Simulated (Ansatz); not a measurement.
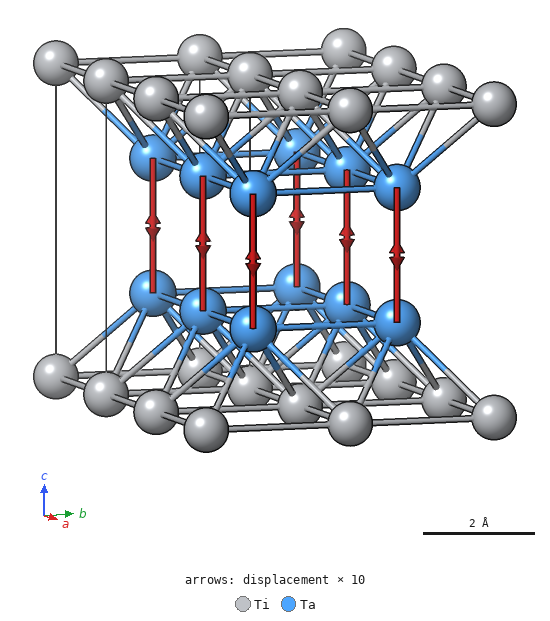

A relaxation of solid Ta2Ti (a generated structure, set up in P4/mmm) (coarse preliminary run). The starting structure is drawn; red arrows show the displacements (the part carried along by the change of the cell is left out), magnified 10 times.

Style: ball-and-stick. Shown: the cell of the calculation, repeated 3 × 2 × 1 with one cell outlined, slightly off an axis.

Computed with DFT PBE, scalar-relativistic, plane waves, PAW in Ansatz.

Input
```yaml
crystal:
  lattice:
    - [2.75971688, 0.0, 0.0]
    - [0.0, 2.75971688, 0.0]
    - [0.0, 0.0, 5.72100193]
  atoms:
    - { symbol: Ti, position: [0.0, 0.0, 0.0] }
    - { symbol: Ta, position: [0.5, 0.5, 0.28432271] }
    - { symbol: Ta, position: [0.5, 0.5, 0.71567729] }
basis:
  ecutwfc: 420
kpoints:
  mp_grid: { grid: [6, 6, 4] }
hamiltonian:
  xc: pbe
scf:
  occupations: { method: gaussian, width: 0.1 }
  lower_state_search: "off"
output:
  forces: true
  stress: true
  eigenvalues: true
relax:
  adjacent_minimum: "off"
  f_tol: 0.04
  max_steps: 70
  cell: { stress_tol: 0.4 }
```

Run as
```bash
ansatz run input.yaml --threads 1 --pin off --max-ram 2560MiB --backend cpu --events-out ev --progress --plain --runs-dir out
```

Atoms of which element are displaced furthest, and by how much?

Tantalum: up to 0.15 Å, against 0.00 Å for titanium.

What did the optimiser do to the structure, and how much energy did it gain?

The largest moves relative to the cell, 0.15 Å, are those of Ta2 and Ta3. Ta2 goes along +c. Ti stays in place. The volume changes by +29.6 %, with a = b 2.760 → 2.783 Å (+0.9 %), c 5.721 → 7.290 Å (+27.4 %). Near-neighbour distances that change, for instance: Ta2–Ta3 3.253 → 4.451 Å, Ti1–Ta2 2.540 → 2.971 Å, Ta2–Ta3 (another image) 2.468 → 2.839 Å, Ti1–Ti1 2.760 → 2.783 Å. The space group stays P4/mmm (No. 123). Over 10 accepted moves (13 points after the start) the energy falls by 3.009 eV per cell of the calculation. The largest force component goes from 1.4 to 0.0062 eV/Å. The pressure goes from 67.08 to 0.02 GPa. The line search rejected the trial step at point 10 of the run. The SCF was repeated twice at an unchanged geometry on a basis and grid sized afresh for the cell, which shifted the energy by 62.1 meV per cell of the calculation at most. The run took 32 s on 1 thread of Intel(R) Xeon(R) Processor @ 2.70GHz, with other jobs on the host, peak memory 0.39 GiB.

Limits of the set-up: the k-point mesh is coarse for a cell with partly filled bands.
